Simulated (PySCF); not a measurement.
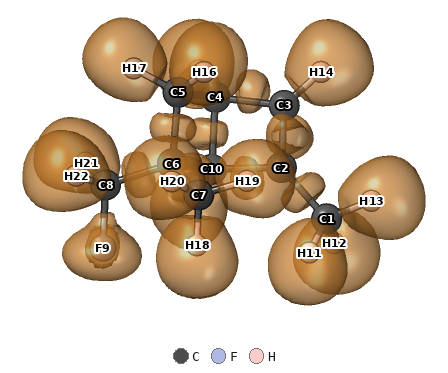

C9H13F. Isosurface of the electron localisation function at 0.75 (orange), seen at a tilt. Only the valence region is drawn (cores and ρ < 0.01 e/Å³ removed).

Geometry: GFN2-xTB.

All numbers below come from PySCF 2.14.0, PBE0/pcSseg-1, SCF density, gas phase, non-relativistic.

| atom | x (Å) | y (Å) | z (Å) |
| --- | --- | --- | --- |
| C | 2.1422 | -0.6471 | -1.5973 |
| C | 1.5264 | 0.1725 | -0.5267 |
| C | 1.9081 | 0.6298 | 0.6688 |
| C | 0.6091 | 1.3336 | 0.9427 |
| C | -0.4492 | 0.4408 | 1.6271 |
| C | -0.9339 | -0.0558 | 0.2498 |
| C | -0.8658 | -1.5576 | 0.0218 |
| C | -2.3272 | 0.4723 | -0.0729 |
| F | -2.6359 | 0.2677 | -1.3975 |
| C | 0.1607 | 0.8070 | -0.4452 |
| H | 1.4436 | -1.4029 | -1.9516 |
| H | 2.3998 | -0.0130 | -2.4467 |
| H | 3.0484 | -1.1305 | -1.2389 |
| H | 2.7893 | 0.5097 | 1.2725 |
| H | 0.6255 | 2.3855 | 1.2090 |
| H | -0.0312 | -0.3355 | 2.2639 |
| H | -1.2012 | 0.9940 | 2.1861 |
| H | -1.1293 | -1.7932 | -1.0072 |
| H | 0.1360 | -1.9265 | 0.2248 |
| H | -1.5639 | -2.0677 | 0.6837 |
| H | -2.3919 | 1.5521 | 0.0971 |
| H | -3.0951 | -0.0457 | 0.5122 |
| H | -0.1692 | 1.4375 | -1.2654 |

Question: Describe the localisation domains.

Answer: The ELF exceeds this value in ten regions between bonded C–C atoms (shared pairs), 13 regions around hydrogen nuclei and one region on F in which the atom's valence shell and bonds are merged.

Values along the shortest contacts:
C–C (1.34 Å): the ELF peaks at about 0.90 between the atoms (a short, multiple covalent bond). C–F (1.38 Å): the ELF peaks at about 0.85 between the atoms: a shared but strongly polarised pair.
